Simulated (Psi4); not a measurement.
# M06-2X/def2-TZVP (density fitting, sweep point 5) run of C2H8N2 (1,1-dimethylhydrazine)

What is the vertical electron affinity of C2H8N2 (1,1-dimethylhydrazine) at M06-2X/def2-TZVP (density fitting, sweep point 5)? 

The results are computed with Psi4 1.11.

4 further runs of the same task are left out: 4 set aside as unsound or not needed.

## (1) The system as given

C2H8N2: 12 atoms, total charge 0, spin state singlet. SMILES: `CN(C)N`. The coordinates come from a PBE0-D4/def2-TZVP relaxation. This is a higher conformer, about 14 kJ/mol above the lowest found by a separate search.

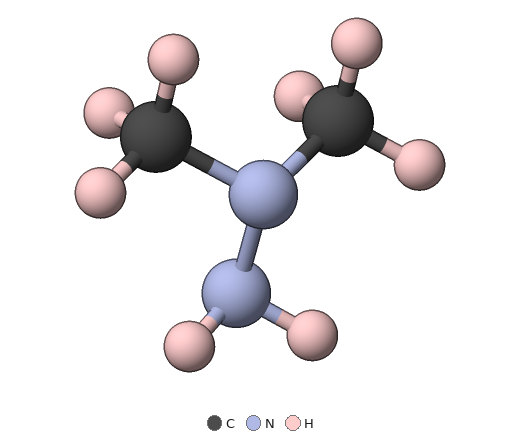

The structure, seen from a chosen angle (carbon dark grey, nitrogen light blue, hydrogen pink).

## (2) A single-point energy at M06-2X/def2-TZVP (density fitting, sweep point 5)

File calc.dat:

```
memory 1600 mb

molecule {
  0 1
  C     -0.549700     1.026070    -0.590450
  N      0.254390    -0.153100    -0.366640
  C      0.946400    -0.058140     0.898070
  N     -0.661470    -1.274130    -0.262710
  H     -1.058670     0.950230    -1.555230
  H     -1.310520     1.170400     0.194300
  H      0.103620     1.899360    -0.624140
  H      1.610560     0.807290     0.874430
  H      1.561150    -0.949160     1.052020
  H      0.253000     0.037910     1.749780
  H     -1.081640    -1.360410    -1.185440
  H     -0.067120    -2.096310    -0.183980
  units angstrom
  symmetry c1
}

set {
  puream               true
  scf_type             df
  dft_radial_points    99
  dft_spherical_points 590
  d_convergence        1e-06
  e_convergence        1e-06
}

energy('m06-2x/def2-TZVP')
```

Launch:

```console
psi4 -i calc.dat -o calc.out -n 1
```

calc.out:

```text
[...]
  Running in c1 symmetry.
[...]
  Nuclear repulsion =  139.605878147115021
[...]
  Multiplicity = 1
[...]
  Nalpha       = 17
  Nbeta        = 17
[...]
    Number of basis functions: 172
[...]
   @DF-RKS iter   1:  -190.16099765976747   -1.29702e-01   4.57373e-03 ADIIS/DIIS
[...]
   @DF-RKS iter   8:  -190.46035833349919   -2.60751e-07   5.22608e-07 DIIS
[...]
    Orbital Energies [Eh]
    ---------------------
    Doubly Occupied:
       1A    -14.761499     2A    -14.754074     3A    -10.549028
       4A    -10.548965     5A     -1.084258     6A     -0.901006
       7A     -0.800671     8A     -0.689394     9A     -0.572487
      10A     -0.558623    11A     -0.529644    12A     -0.473589
      13A     -0.447245    14A     -0.437087    15A     -0.424547
      16A     -0.388963    17A     -0.260139
[...]
  @DF-RKS Final Energy:  -190.46035833349919
   => Energetics <=
    Nuclear Repulsion Energy =            139.6058781471150212
    One-Electron Energy =                -532.8011754052217839
    Two-Electron Energy =                 216.0598221863670005
    DFT Exchange-Correlation Energy =     -13.3248832617594566
    Empirical Dispersion Energy =           0.0000000000000000
    VV10 Nonlocal Energy =                  0.0000000000000000
    Total Energy =                       -190.4603583334991868
[...]
 Multipole Moments:
 ------------------------------------------------------------------------------------
     Multipole            Electronic (a.u.)      Nuclear  (a.u.)        Total (a.u.)
 ------------------------------------------------------------------------------------
 L = 1.  Multiply by 2.5417464519 to convert [e a0] to [Debye]
 Dipole X            :          0.0176023            0.1268754            0.1444777
 Dipole Y            :         -1.4513069            1.4212493           -0.0300576
 Dipole Z            :         -1.0725628            0.9019218           -0.1706410
 Magnitude           :                                                    0.2256006
[...]
```

It took 1.8 min on 1 thread of Intel Xeon at 2.70GHz, shared host; peak memory 1.3 GiB.

## (3) The doublet anion at the same level

File input.in:

```
memory 1.6 GB

molecule system {
  -1 2
  C     -0.549700     1.026070    -0.590450
  N      0.254390    -0.153100    -0.366640
  C      0.946400    -0.058140     0.898070
  N     -0.661470    -1.274130    -0.262710
  H     -1.058670     0.950230    -1.555230
  H     -1.310520     1.170400     0.194300
  H      0.103620     1.899360    -0.624140
  H      1.610560     0.807290     0.874430
  H      1.561150    -0.949160     1.052020
  H      0.253000     0.037910     1.749780
  H     -1.081640    -1.360410    -1.185440
  H     -0.067120    -2.096310    -0.183980
  symmetry c1
}

set globals {
  reference            uks
  puream               true
  scf_type             df
  dft_radial_points    99
  dft_spherical_points 590
  d_convergence        1e-06
  e_convergence        1e-06
  maxiter              100
}

energy("m06-2x/def2-TZVP")
print_variables()
```

Launch:

```console
psi4 -n 1 input.in input.out
```

input.out:

```text
[...]
  Running in c1 symmetry.
[...]
  Nuclear repulsion =  139.605878147115021
[...]
  Multiplicity = 2
[...]
  Nalpha       = 18
  Nbeta        = 17
[...]
    Number of basis functions: 172
[...]
   @DF-UKS iter   1:  -189.73672912249870    2.94567e-01   6.01887e-03 ADIIS/DIIS
[...]
   @DF-UKS iter  12:  -190.36948684320487   -4.57171e-07   5.50549e-07 DIIS
[...]
   @S^2 Observed:                7.509015492E-01
[...]
    Orbital Energies [Eh]
    ---------------------
    Alpha Occupied:
       1A    -14.587728     2A    -14.557191     3A    -10.377601
       4A    -10.377558     5A     -0.903360     6A     -0.718497
       7A     -0.630744     8A     -0.516720     9A     -0.387600
      10A     -0.383236    11A     -0.356731    12A     -0.297623
      13A     -0.274140    14A     -0.262623    15A     -0.253308
      16A     -0.207535    17A     -0.081882    18A      0.120399
    Alpha Virtual:
      19A      0.230766    20A      0.240175    21A      0.270593
      22A      0.279390    23A      0.291043    24A      0.301238
      25A      0.334016    26A      0.347125    27A      0.369919
[...]
  @DF-UKS Final Energy:  -190.36948684320487
   => Energetics <=
    Nuclear Repulsion Energy =            139.6058781471150212
    One-Electron Energy =                -538.7179322893641711
    Two-Electron Energy =                 222.1528715823984896
    DFT Exchange-Correlation Energy =     -13.4103042833542254
    Empirical Dispersion Energy =           0.0000000000000000
    VV10 Nonlocal Energy =                  0.0000000000000000
    Total Energy =                       -190.3694868432048679
[...]
 Multipole Moments:
 ------------------------------------------------------------------------------------
     Multipole            Electronic (a.u.)      Nuclear  (a.u.)        Total (a.u.)
 ------------------------------------------------------------------------------------
 L = 1.  Multiply by 2.5417464519 to convert [e a0] to [Debye]
 Dipole X            :          0.2562979            0.1268754            0.3831734
 Dipole Y            :         -0.4216361            1.4212493            0.9996132
 Dipole Z            :         -0.5541901            0.9019218            0.3477317
 Magnitude           :                                                    1.1255957
[...]
```

It took 3.8 min on 1 thread of Intel Xeon at 2.70GHz, shared host; peak memory 1.4 GiB.

## (4) Outcome

At M06-2X/def2-TZVP (density fitting, sweep point 5):

```
                                         quantity          value
                     singlet C2H8N2: total energy  -190.46036 Eh
                    singlet C2H8N2: dipole moment         0.57 D
                      singlet C2H8N2: HOMO energy       -7.08 eV
                      singlet C2H8N2: LUMO energy        1.65 eV
                    singlet C2H8N2: HOMO–LUMO gap        8.73 eV
                      doublet anion: total energy  -190.36949 Eh
doublet anion: HOMO energy (highest over α and β)        3.28 eV
 doublet anion: LUMO energy (lowest over α and β)        4.50 eV
                              doublet anion: ⟨S²⟩          0.751
vertical electron affinity (to the doublet anion)      -2.473 eV
```

**Reading.** The anion lies 2.47 eV (57 kcal/mol) above the neutral: the electron isn't bound at this level, and such a value depends on the basis. Without diffuse functions anions come out too high. The HOMO (doublet anion) lies at positive energy, 3.28 eV; only total energies tell whether the electron is bound.
